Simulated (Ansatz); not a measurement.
```xyz
10

C     0.5431   -0.9125    0.9703
F    -1.0742    0.3779   -2.3200
F     0.3012    2.6504   -0.9108
F    -1.7495    1.0339    0.5350
Ga   -0.6567    1.1978   -0.8241
O     0.6009   -0.3014   -0.3230
H     1.3643   -1.6357    1.0662
H    -0.4300   -1.3954    1.1359
H     0.6733   -0.1114    1.7063
H     0.5105   -0.9549   -1.0329
```

Geometry: PBE0-D4/def2-SVP.

Computed with isolated molecule in a Gaussian basis; Kohn-Sham density functional theory, functional PBE0 in Ansatz.

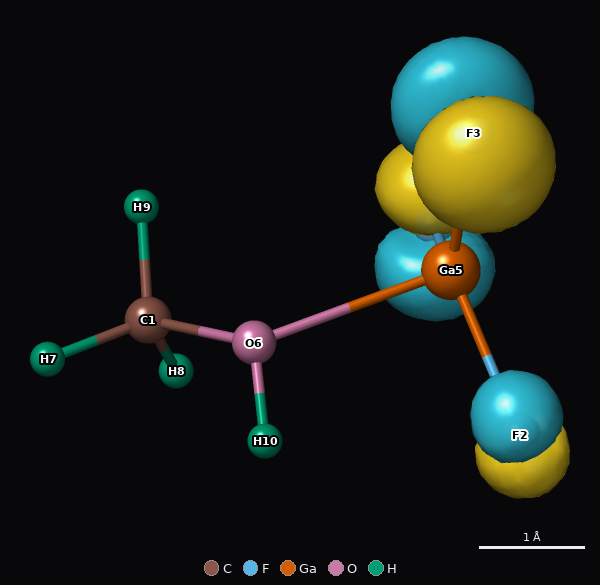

CH4F3GaO (SMILES C[OH+][Ga-]([F])([F])[F]). The HOMO−1 at ±0.2 Å⁻³ᐟ² (yellow and cyan are the two phases), seen at a tilt.

Where does this orbital lie, and at what energy?

It lies mainly on F3 (about 55 %), F4 (about 25 %) and F2 (about 10 %). Its energy is −10.82 eV.
